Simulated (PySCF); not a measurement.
# SiS (SMILES [Si-]#[S+]): MP2/ANO-RCC-MB (sfX2C)

What is the vertical ionisation energy of SiS at MP2/ANO-RCC-MB (sfX2C)? The job is set up through a Python script.

The results are computed with PySCF 2.14.0.

## (1) The system as given

SiS: 2 atoms, total charge 0, spin state singlet. As SMILES, `[Si-]#[S+]`. Geometry: the measured bond length.

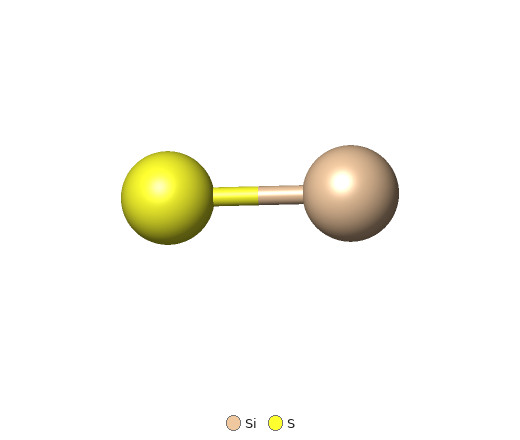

Viewed from a chosen angle; silicon light orange, sulfur yellow.

## (2) A single-point energy at MP2/ANO-RCC-MB (sfX2C)

Contents of calc.py:

```python
from pyscf import gto, mp

mol = gto.M(
    atom=[
    ('Si', (0.000000, 0.000000, 0.000000)),
    ('S', (0.000000, 0.000000, 1.929321)),
],
    verbose=4,
    basis='ano-rcc-mb',
    spin=0,
    max_memory=1860,
)

mf = mol.RHF()
mf = mf.sfx2c1e()
mf.conv_tol = 1e-10
mf.kernel()
if not mf.converged:
    mf = mf.newton().run(mf.mo_coeff, mf.mo_occ)

pt = mp.MP2(mf, frozen=10).run()
e_tot = pt.e_tot
print('E = %.10f Eh' % e_tot)
```

Command:

```
$ OMP_NUM_THREADS=1 python calc.py
```

The log of the run:

```text
PySCF version 2.14.0

[INPUT] num. atoms = 2
[INPUT] num. electrons = 30
[INPUT] charge = 0
[INPUT] spin (= nelec alpha-beta = 2S) = 0
[INPUT] symmetry False subgroup None
[INPUT] Mole.unit = angstrom
[INPUT] Symbol           X                Y                Z      unit          X                Y                Z       unit  Magmom
[INPUT]  1 Si     0.000000000000   0.000000000000   0.000000000000 AA    0.000000000000   0.000000000000   0.000000000000 Bohr   0.0
[INPUT]  2 S      0.000000000000   0.000000000000   1.929321000000 AA    0.000000000000   0.000000000000   3.645888296372 Bohr   0.0

nuclear repulsion = 61.4390737705545
number of shells = 4
number of NR pGTOs = 106
number of NR cGTOs = 18
basis = ano-rcc-mb
ecp = {}

******** <class 'pyscf.x2c.sfx2c1e.sfX2C1eRHF'> ********
method = sfX2C1eRHF
initial guess = minao
damping factor = 0
level_shift factor = 0
DIIS = <class 'pyscf.scf.diis.CDIIS'>
diis_start_cycle = 1
diis_space = 8
diis_damp = 0
SCF conv_tol = 1e-10
SCF conv_tol_grad = None
SCF max_cycles = 50
direct_scf = True
direct_scf_tol = 1e-13

******** <class 'pyscf.x2c.sfx2c1e.SpinFreeX2CHelper'> ********
approx = 1e
xuncontract = 1
Set gradient conv threshold to 1e-05
Initial guess from minao.
init E= -688.188461952156
  HOMO = -0.260424687321519  LUMO = -0.00252887209707387  gap/eV = 7.01770
cycle= 1 E= -688.025927278495  delta_E= 0.163  |g|= 0.275  |ddm|= 1.96
  HOMO = -0.352480755408637  LUMO = 0.0074067714091156  gap/eV = 9.79304
cycle= 2 E= -688.04892573978  delta_E= -0.023  |g|= 0.243  |ddm|= 1.15
  HOMO = -0.386204941339554  LUMO = 0.0198497757718806  gap/eV = 11.04931
cycle= 3 E= -688.07906755742  delta_E= -0.0301  |g|= 0.00641  |ddm|= 0.454
  HOMO = -0.387750194846372  LUMO = 0.0236267526826031  gap/eV = 11.19414
cycle= 4 E= -688.079086900551  delta_E= -1.93e-05  |g|= 0.000457  |ddm|= 0.0124
  HOMO = -0.387599387997158  LUMO = 0.0230309661257465  gap/eV = 11.17382
cycle= 5 E= -688.079087026916  delta_E= -1.26e-07  |g|= 7.42e-05  |ddm|= 0.00117
  HOMO = -0.3876116399251  LUMO = 0.023036279731448  gap/eV = 11.17430
cycle= 6 E= -688.079087032714  delta_E= -5.8e-09  |g|= 3.88e-05  |ddm|= 0.000269
  HOMO = -0.387620257653426  LUMO = 0.0230456264523647  gap/eV = 11.17479
cycle= 7 E= -688.079087034496  delta_E= -1.78e-09  |g|= 4.33e-06  |ddm|= 0.000238
  HOMO = -0.387620666843955  LUMO = 0.0230474063024521  gap/eV = 11.17485
cycle= 8 E= -688.079087034516  delta_E= -2.05e-11  |g|= 1.16e-07  |ddm|= 2.78e-05
  HOMO = -0.3876206697477  LUMO = 0.0230474641089994  gap/eV = 11.17485
Extra cycle  E= -688.079087034516  delta_E=    0  |g|= 4.79e-08  |ddm|= 4.35e-07
converged SCF energy = -688.079087034516

******** <class 'pyscf.mp.mp2.RMP2'> ********
nocc = 5, nmo = 8
frozen orbitals 10
E(RMP2) = -688.144152680671  E_corr = -0.0650656461547958
E(SCS-RMP2) = -688.143325035634  E_corr = -0.0642380011178593
E_corr(same-spin) = -0.0159701241552643
E_corr(oppo-spin) = -0.0490955219995316
E = -688.1441526807 Eh
```

It took 1.1 s on 1 thread of Arm Neoverse V1, shared host; peak memory 0.12 GiB.

## (3) The doublet cation

Contents of input.py:

```python
from pyscf import gto, scf, mp

system = gto.M(
    atom='''
Si     0.000000     0.000000     0.000000
S      0.000000     0.000000     1.929321
''',
    charge=1,
    max_memory=1860,
    spin=1,
    verbose=3,
    basis='ano-rcc-mb',
)

myscf = scf.UHF(system)
myscf = myscf.sfx2c1e()
myscf.conv_tol = 1e-10
myscf.kernel()
if not myscf.converged:
    myscf = myscf.newton().run(myscf.mo_coeff, myscf.mo_occ)

pt = mp.MP2(myscf, frozen=10).run()
e_tot = pt.e_tot
print('Final energy', e_tot)
```

Command:

```
$ OMP_NUM_THREADS=1 python input.py
```

The log of the run:

```text
converged SCF energy = -687.702639325771  <S^2> = 0.78227965  2S+1 = 2.0320233
E(UMP2) = -687.765301866397  E_corr = -0.0626625406256396
E(SCS-UMP2) = -687.764130731187  E_corr = -0.0614914054156428
Final energy -687.7653018663968
```

Run time: 1.2 s. Hardware: 1 thread of Arm Neoverse V1, shared host; peak memory 0.12 GiB.

## (4) Summary of results

Level: MP2/ANO-RCC-MB (sfX2C), 10 core orbitals frozen.

| quantity | value |
| --- | --- |
| singlet SiS: total energy | -688.14415 Eh |
| singlet SiS: dipole moment (Hartree–Fock density) | 2.47 D |
| singlet SiS: HOMO energy (Hartree–Fock orbitals) | -10.55 eV |
| singlet SiS: LUMO energy (Hartree–Fock orbitals) | 0.63 eV |
| singlet SiS: HOMO–LUMO gap (Hartree–Fock orbitals) | 11.17 eV |
| singlet SiS: correlation energy (10 core orbitals frozen) | -65.1 mEh |
| doublet cation: total energy | -687.76530 Eh |
| doublet cation: HOMO energy (Hartree–Fock orbitals) (highest over α and β) | -18.53 eV |
| doublet cation: LUMO energy (Hartree–Fock orbitals) (lowest over α and β) | -9.90 eV |
| doublet cation: correlation energy (10 core orbitals frozen) | -62.7 mEh |
| doublet cation: ⟨S²⟩ of the reference determinant | 0.782 |
| vertical ionisation energy (to the doublet cation) | 10.309 eV |

**Reading.** The vertical ionisation energy comes to 10.31 eV (238 kcal/mol). In a minimal basis such a difference can be off by several eV, whatever the method.
